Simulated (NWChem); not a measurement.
**One shape, several levels: C2H6S (ethanethiol)**

We compute a comparison of 6 runs (HF/STO-3G, HF/3-21G, HF/def2-SVPD, HF/aug-cc-pVDZ, B3LYP/6-31G*, MP2/def2-SVPD) of C2H6S (ethanethiol). 

The results are computed with NWChem 7.3.0.

## Step 1: The structure to begin with

The species is C2H6S (9 atoms), meant as a singlet with charge 0. SMILES: `CCS`. The coordinates come from a PBE0-D4/def2-TZVP relaxation. This is one conformer, not always the lowest.

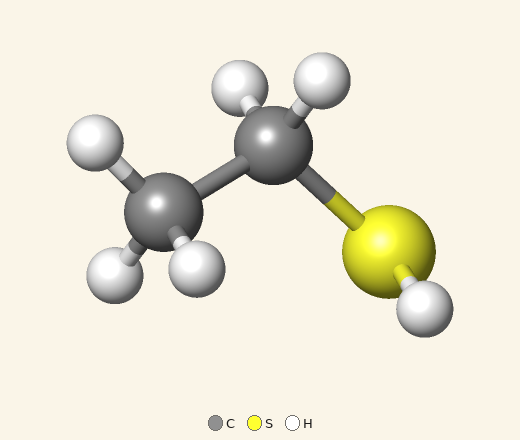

The structure, seen from a chosen angle (carbon grey, sulfur yellow, hydrogen white).

## Step 2: Energy and forces at HF/STO-3G (run 1)

Input file c2h6s.nw:

```
START c2h6s
memory 2200 mb

GEOMETRY units angstrom noautosym nocenter noautoz
  C    -0.681060    0.352580   -0.582130
  C     0.639520   -0.221900   -0.114960
  S     0.539160   -1.132170    1.449440
  H    -1.434960   -0.430450   -0.679020
  H    -0.564240    0.844440   -1.552390
  H    -1.058220    1.094540    0.125580
  H     1.015160   -0.960450   -0.827390
  H     1.403980    0.552440   -0.028340
  H     0.140660   -0.099050    2.209210
END

BASIS "ao basis" spherical bse
  * library STO-3G
END

SCF
  thresh 1e-08
  maxiter 80
  print low
END

TASK scf gradient
```

Command:

```
$ nwchem c2h6s.nw > c2h6s.out
```

The log of the run:

```text
[...]
  functions       =    25
[...]
  wavefunction    = RHF
[...]
         Total SCF energy =   -471.474886348358
      One-electron energy =   -866.019986209384
      Two-electron energy =    286.913411023723
 Nuclear repulsion energy =    107.631688837303
        Time for solution =      1.0s
[...]
                         RHF ENERGY GRADIENTS
    atom               coordinates                        gradient
                 x          y          z           x          y          z
   1 C      -1.287017   0.666280  -1.100066    0.019834  -0.012745   0.009771
   2 C       1.208518  -0.419330  -0.217243   -0.024111   0.018356  -0.015958
   3 S       1.018865  -2.139491   2.739044    0.003271  -0.006638  -0.004370
   4 H      -2.711681  -0.813433  -1.283162   -0.003359  -0.003353   0.000494
   5 H      -1.066259   1.595760  -2.933592    0.001621   0.003117  -0.005303
   6 H      -1.999746   2.068381   0.237312   -0.001862   0.003351   0.003418
   7 H       1.918374  -1.814987  -1.563540    0.003081  -0.006407   0.001448
   8 H       2.653137   1.043960  -0.053555    0.004194  -0.001118   0.003592
   9 H       0.265809  -0.187177   4.174802   -0.002668   0.005438   0.006908
 Task  times  cpu:        1.2s     wall:        1.2s
[...]
```

Wall time 1.9 s (1 thread of AMD EPYC 7R43 (Zen 3), shared host); peak memory 0.096 GiB.

## Step 3: Energy and gradient at HF/3-21G (run 2)

Input file test.nw:

```
start test
memory 2200 mb

geometry units angstroms noautosym nocenter noautoz
  C     -0.681060     0.352580    -0.582130
  C      0.639520    -0.221900    -0.114960
  S      0.539160    -1.132170     1.449440
  H     -1.434960    -0.430450    -0.679020
  H     -0.564240     0.844440    -1.552390
  H     -1.058220     1.094540     0.125580
  H      1.015160    -0.960450    -0.827390
  H      1.403980     0.552440    -0.028340
  H      0.140660    -0.099050     2.209210
end

basis spherical bse
  * library 3-21G
end

scf
  thresh 1e-08
  maxiter 80
  print medium
end

task scf gradient
```

Command:

```
$ nwchem test.nw > test.out
```

The log of the run:

```text
[...]
  functions       =    43
[...]
  wavefunction    = RHF
[...]
         Total SCF energy =   -474.344804722094
      One-electron energy =   -866.328468571933
      Two-electron energy =    284.351975012536
 Nuclear repulsion energy =    107.631688837303
        Time for solution =      1.1s
[...]
                         RHF ENERGY GRADIENTS
    atom               coordinates                        gradient
                 x          y          z           x          y          z
   1 C      -1.287017   0.666280  -1.100066    0.013979  -0.005820   0.004465
   2 C       1.208518  -0.419330  -0.217243   -0.021341  -0.008662   0.031162
   3 S       1.018865  -2.139491   2.739044    0.001984   0.015951  -0.024371
   4 H      -2.711681  -0.813433  -1.283162   -0.004480  -0.003960  -0.000352
   5 H      -1.066259   1.595760  -2.933592    0.000369   0.002887  -0.005543
   6 H      -1.999746   2.068381   0.237312   -0.001915   0.003432   0.003533
   7 H       1.918374  -1.814987  -1.563540    0.003565  -0.006363  -0.003875
   8 H       2.653137   1.043960  -0.053555    0.006308   0.004850   0.000529
   9 H       0.265809  -0.187177   4.174802    0.001530  -0.002316  -0.005549
[...]
```

It took 2 s on 1 thread of AMD EPYC 7R43 (Zen 3), shared host; peak memory 0.096 GiB.

Runs 3 to 5 aren't shown in full; the table further down has their settings and results.

## Step 4: Energy and forces at MP2/def2-SVPD (run 6)

Input file c2h6s.nw:

```
start c2h6s
title "C2H6S mp2"
memory 2200 mb
geometry units angstrom noautosym nocenter noautoz
  C     -0.681060     0.352580    -0.582130
  C      0.639520    -0.221900    -0.114960
  S      0.539160    -1.132170     1.449440
  H     -1.434960    -0.430450    -0.679020
  H     -0.564240     0.844440    -1.552390
  H     -1.058220     1.094540     0.125580
  H      1.015160    -0.960450    -0.827390
  H      1.403980     0.552440    -0.028340
  H      0.140660    -0.099050     2.209210
end
basis spherical bse
  * library def2-SVPD
end
scf
  nopen 0
  rhf
  thresh 1e-08
  maxiter 80
end
mp2
  freeze core 7
  tight
end
task mp2 gradient
```

Command:

```
$ nwchem c2h6s.nw > c2h6s.out
```

The log of the run:

```text
[...]
  functions       =   115
[...]
  wavefunction    = RHF
[...]
         Total SCF energy =   -476.585189883291
      One-electron energy =   -868.930368817993
      Two-electron energy =    284.713490097400
 Nuclear repulsion energy =    107.631688837303
        Time for solution =     20.4s
[...]
          Total MP2 energy          -477.036001362708
[...]
                         mp2 ENERGY GRADIENTS
    atom               coordinates                        gradient
                 x          y          z           x          y          z
   1 C      -1.287017   0.666280  -1.100066    0.000332  -0.000501   0.000672
   2 C       1.208518  -0.419330  -0.217243   -0.000265  -0.000929   0.001836
   3 S       1.018865  -2.139491   2.739044    0.000381   0.004599  -0.006285
   4 H      -2.711681  -0.813433  -1.283162    0.003082   0.003456   0.000405
   5 H      -1.066259   1.595760  -2.933592   -0.000445  -0.001933   0.003818
   6 H      -1.999746   2.068381   0.237312    0.001478  -0.003088  -0.003160
   7 H       1.918374  -1.814987  -1.563540   -0.001491   0.002943   0.003374
   8 H       2.653137   1.043960  -0.053555   -0.003278  -0.003731  -0.000247
   9 H       0.265809  -0.187177   4.174802    0.000207  -0.000816  -0.000412
[...]
```

It took 57 s on 1 thread of AMD EPYC 7R43 (Zen 3), shared host; peak memory 0.41 GiB.

## Step 5: All runs side by side

| run | level | Cartesian functions | iteration cap | energy (Eh) | largest force (eV/Å) | wall time |
| --- | --- | --- | --- | --- | --- | --- |
| 1 | HF/STO-3G | no | 80 | -471.474886 | 1.761 | 1.9 s |
| 2 | HF/3-21G | no | 80 | -474.344805 | 1.993 | 2 s |
| 3 | HF/def2-SVPD | no | 80 | -476.585190 | 0.456 | 26 s |
| 4 | HF/aug-cc-pVDZ | no | 80 | -476.770457 | 0.588 | 80 s |
| 5 | B3LYP/6-31G* (Cartesian functions) | yes | 100 | -478.013229 | 0.637 | 23 s |
| 6 | MP2/def2-SVPD | no | 80 | -477.036001 | 0.401 | 57 s |

## Step 6: What came out

| quantity | value |
| --- | --- |
| run 6: total energy | -477.03600 Eh |
| run 6: dipole moment (of the density that the program reports) | 1.69 D |
| run 6: HOMO energy (Hartree–Fock orbitals) | -9.68 eV |
| run 6: LUMO energy (Hartree–Fock orbitals) | 2.47 eV |
| run 6: HOMO–LUMO gap (Hartree–Fock orbitals) | 12.15 eV |
| run 6: correlation energy (7 core orbitals frozen) | -450.8 mEh |
| run 6: largest force on an atom | 0.401 eV/Å |

What this shows: Over runs 2, 3, 5, 6 the dipole moment (its size) runs from 1.69 D (MP2/def2-SVPD) to 2.13 D (HF/3-21G). The two ends differ in method and basis. In run 1 the basis is minimal, so the values are rough. All runs together took 3.1 min, the longest 80 s.
